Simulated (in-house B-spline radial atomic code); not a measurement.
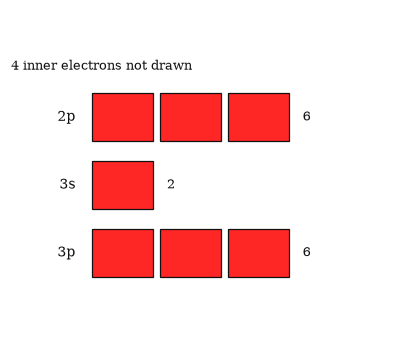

*The outer shells of the closed core: a box for each of the 2l + 1 orbitals, shaded by the share of the shell that is filled, with the electron count at the right.*

Run report: Ca²⁺, many-body perturbation calculation

- system: Ca²⁺, core [Ne] 3s2 3p6.
- method: relativistic RPA (time-dependent Dirac-Hartree-Fock) and second-order many-body perturbation theory, no-pair Dirac-Coulomb, closed shell, B-spline basis (in-house B-spline radial atomic code)

## Summary

- outcome: converged
- hardware: 1 CPU thread, shared host
- wall time: 1.9 s

## Input
```
basis_form = 2
Z = 20
core_configuration = [Ne] 3s2 3p6
rms_radius = 3.4776
mass_number = 40
speed_of_light = 13703.5999084
box_radius = 18.686
lmax = 7
intervals = 65
virtual_cutoff = 10000.0
```

The run was one of a batch that the task file lists, launched with:
```bash
python <driver script> task.json out
```

The program writes its results to a structured record and prints no log; tables and figures of this report are taken from that record.

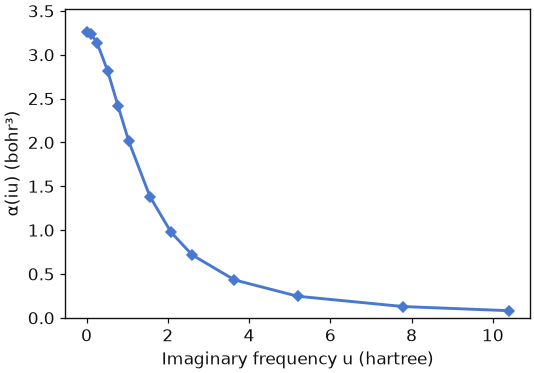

*Dipole polarisability at imaginary frequency of Ca²⁺, [Ne] 3s² 3p⁶. Relativistic RPA on Dirac–Hartree–Fock, no-pair Dirac–Coulomb, finite nucleus, computed with a B-spline radial code. Speed of light scaled by 100.*

The static dipole polarisability is 3.26 bohr³; α(iu) falls to half of it near u = 1.3 hartree. The Casimir–Polder integral gives C₆ = 10.7 hartree bohr⁶ for two such species.
